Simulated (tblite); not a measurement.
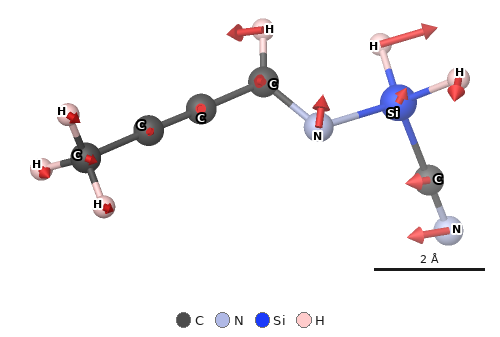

A relaxation of C₅H₆N₂Si. The starting structure is drawn; red arrows show the displacements, 2 times their true length. The two geometries are superimposed by the best rigid fit.

The picture is a ball-and-stick view, seen at a tilt.

Computed with GFN2-xTB geometry optimisation, gas phase (tblite). 

> What did the optimiser do to the structure, and how much energy did it gain?

The largest move after the best rigid fit is that of an H atom, 0.55 Å. Largest moves by element: H 0.55 Å, N 0.42 Å, C 0.25 Å, Si 0.16 Å. Among the contacts that change: N–Si 1.765 → 1.706 Å, C–C 1.456 → 1.409 Å, C–N 1.304 → 1.261 Å, C–N 1.182 → 1.145 Å. Among the angles between lasting bonds that change: C–N–Si 119.3° → 136.0°, N–Si–H 108.8° → 120.2°, C–C–N 113.7° → 121.8°. After 67 geometry steps the energy has fallen by 0.469 eV. Cost: 0.35 s on 1 thread of Arm Neoverse V2, on a shared host.
